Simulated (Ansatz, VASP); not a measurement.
# AlGaAsN in two plane-wave programs, part 2 of 2

Wanted: the spread between two codes on one cell, functional and k mesh. The cell is invented: As first built, before any earlier steps moved the atoms: it takes the AlGaN2 structure with some of its atoms replaced by other elements, volume scaled by an estimate. It may not be a known or stable phase. The cell comes out of the VASP series on this material, whose earlier steps may have relaxed, scaled or displaced it; both programs get it as it stands.

VASP 6.6.1 and Ansatz 0.2.0.

So far: Set-up; Ansatz: band structure, r2SCAN; VASP: band structure, r2SCAN.

## Step 3: VASP: band structure, r2SCAN (continued)

Level of this step: r2SCAN; plane waves and PAW (As, Ga_d, Al, N); invented cell (VASP).

Numbers of over 12 decimals in the logs are rounded to 6 here.

Parts of OUTCAR (step 3):

```text
ion  position               nearest neighbor table
   1  0.000  0.000  0.632-   2 2.33   2 2.33   2 2.33   3 2.50
   2  0.667  0.333  0.444-   4 1.99   1 2.33   1 2.33   1 2.33
   3  0.000  0.000  0.046-   4 2.08   4 2.08   4 2.08   1 2.50
   4  0.667  0.333  0.114-   2 1.99   3 2.08   3 2.08   3 2.08

  LATTYP: Found a hexagonal cell.
 ALAT       =     3.5327190379
 C/A-ratio  =     1.7053685628

 Subroutine GETGRP returns: Found  6 space group operations
 (whereof  6 operations were pure point group operations)

The static configuration has the point symmetry C_3v.

 Found     28 irreducible k-points:

   k-points           NKPTS =     28   k-points in BZ     NKDIM =     28   number of bands    NBANDS=     27

   dimension x,y,z NGX =    28 NGY =   28 NGZ =   48
   dimension x,y,z NGXF=    56 NGYF=   56 NGZF=   96

   ENCUT  =  520.0 eV  38.22 Ry    6.18 a.u.   6.57  6.57 11.20*2*pi/ulx,y,z

   NELECT =      26.0000    total number of electrons

 k-points in reciprocal lattice and weights: Automatic mesh
   0.00000000  0.00000000  0.00000000       0.005
   0.14285714  0.00000000  0.00000000       0.031
   0.28571429  0.00000000  0.00000000       0.031
   0.42857143  0.00000000  0.00000000       0.031
   0.14285714  0.14285714  0.00000000       0.031
   0.28571429  0.14285714  0.00000000       0.061
   0.42857143  0.14285714  0.00000000       0.031
   0.28571429  0.28571429  0.00000000       0.031
   0.00000000  0.00000000  0.25000000       0.010
[...]
0.42857143  0.14285714  0.50000000       0.031
   0.28571429  0.28571429  0.50000000       0.031

 average (electrostatic) potential at core
       1 -52.6453       2 -69.2749       3 -78.7905       4 -66.2411

 E-fermi :   6.4784

 k-point     1 :       0.0000    0.0000    0.0000
  band No.  band energies     occupation
    ...
      8      -2.1053      2.00000
      9       2.1518      2.00000
     10       2.1518      2.00000
     11       3.9236      2.00000
     12       5.3824      2.00000
     13       6.6500      0.06262
     14       6.6500      0.06260
     15      10.1667      0.00000
     16      11.5504      0.00000
     17      11.5504      0.00000
    ...

 k-point     2 :       0.1429    0.0000    0.0000
  band No.  band energies     occupation
    ...
     10       1.9882      2.00000
     11       3.8131      2.00000
     12       4.6748      2.00000
     13       6.1363      1.99786
     14       6.2855      1.95863
     15      10.2213      0.00000
     16      11.3816      0.00000
     17      12.0406      0.00000
     18      12.1913      0.00000
     19      12.9792      0.00000
    ...

 k-point     3 :       0.2857    0.0000    0.0000
  band No.  band energies     occupation
    ...
      9      -0.1224      2.00000
     10       1.6501      2.00000
     11       1.9087      2.00000
     12       3.3941      2.00000
     13       5.2958      2.00000
     14       7.4483      0.00000
     15       9.1123      0.00000
     16      10.3189      0.00000
     17      11.5328      0.00000
     18      12.0808      0.00000
    ...

  Total       -0.4917968     -0.4917967     -0.9017395      0.0000000     -0.0000000     -0.0000000
  in kB      -12.1009692    -12.1009672    -22.1878668      0.0000000     -0.0000000     -0.0000000
  external PRESSURE =     -15.4632677 kB  Pullay stress =       0.0000000 kB

  energy-cutoff  :      520.00
  volume of cell :       65.11
      direct lattice vectors                 reciprocal lattice vectors
     3.532719038  0.000000000  0.000000000     0.283068081  0.163429446  0.000000000
    -1.766359519  3.059424179  0.000000000     0.000000000  0.326858893  0.000000000
     0.000000000  0.000000000  6.024587988     0.000000000  0.000000000  0.165986454

 POSITION                                       TOTAL-FORCE (eV/Angst)
 -----------------------------------------------------------------------------------
      0.00000      0.00000      3.80835         0.000000     -0.000000     -0.189338
      1.76636      1.01981      2.67523        -0.000000      0.000000      0.170818
      0.00000      0.00000      0.27877         0.000000     -0.000000     -0.145165
      1.76636      1.01981      0.68645         0.000000      0.000000      0.163685
 -----------------------------------------------------------------------------------
    total drift:                               -0.000010     -0.000006     -0.023891

  FREE ENERGIE OF THE ION-ELECTRON SYSTEM (eV)
  ---------------------------------------------------
  free  energy   TOTEN  =       -43.8819431641 eV

  energy  without entropy=      -43.8798991115  energy(sigma->0) =      -43.88092114

 total charge
# of ion       s       p       d       tot
------------------------------------------
    1        1.207   1.752   0.043   3.002
    2        0.838   0.942  10.074  11.854
    3        0.349   0.316   0.000   0.665
    4        1.243   2.436   0.000   3.678
--------------------------------------------------
tot          3.637   5.446  10.117  19.200

[... 3 further parts left out ...]
```

The run ends at a pressure of -1.55 GPa, with forces up to 0.19 eV/Å.

## Step 4: Side by side

Known differences besides the PAW data sets themselves: VASP keeps PBE cores, Ansatz makes them for the functional; the data sets hold 36 valence electrons in Ansatz (default PAW (the set named soft_2) files) and 26 in VASP; the cutoff is 500 eV in Ansatz and 520 eV in VASP. Total energies have different zeros and are not compared.

Both answers:

```csv
quantity,Ansatz,VASP,difference
pressure (GPa),-1.65,-1.55,-0.10
```

Forces (eV/Å; atoms numbered as in POSCAR):

```csv
atom,"Ansatz x, y, z","VASP x, y, z"
As1,"0.000, 0.000, -0.221","0.000, 0.000, -0.189"
Ga2,"0.000, 0.000, 0.149","0.000, 0.000, 0.171"
Al3,"0.000, 0.000, -0.154","0.000, 0.000, -0.145"
N4,"0.000, 0.000, 0.227","0.000, 0.000, 0.164"
```

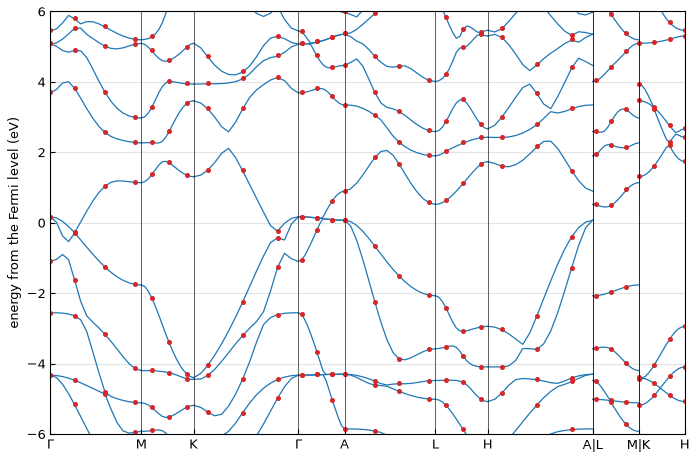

Bands from VASP (lines) and levels from Ansatz (dots). Dots without a line are higher empty bands that the VASP plot leaves out.

The forces differ by 22 meV/Å r.m.s., which is 22.2 % of the r.m.s. force of 0.10 eV/Å (both taken over all components). Levels from 3 eV below to 2 eV above the Fermi level differ by 8 meV r.m.s. and 17 meV at most; each VASP level is matched to the nearest of Ansatz, which flatters the figure a little. Ansatz's pressure holds a Pulay correction of 0.04 GPa; VASP's holds none.

## Step 5: What moves the difference

The difference is large enough to ask for its cause, so further runs change the set-up of one program at a time, as the table lists.

```csv
run,r.m.s. force difference (meV/Å)
as above,22
"cores kept as stored, as VASP does",21
Ansatz's larger PAW set (cutoff 1300 eV),19
norm-conserving potentials (cutoff 1252 eV),24
```

## Step 6: What came out

* r.m.s. force difference (band structure, r2SCAN): 22 meV/Å

**Reading.** The r.m.s. force difference is 22 meV/Å (band structure, r2SCAN), beyond the 12 meV/Å picked in this series as the mark of a large difference. For band structure, r2SCAN: no further run halves the r.m.s. force difference; only Ansatz's side was varied, and Ansatz's runs with other potentials lie closer to each other than to VASP, which for this quantity points to VASP's side; this was not tested here. Differences of this kind measure data sets and numerical settings, not the functional's error against experiment.

[Lines on the potential files, build, host, timing and source positions are cut from VASP's logs without a mark.]

[Logs are printed without paths, hosts, clocks, repeated set-up lines and the standing remarks that a program may print on its own settings, such as how far it seeks lower states.]

[Hosts, paths, dates, database ids (printed as entryN), source tags and the programs' standing remarks are cut or masked in the printed files.]
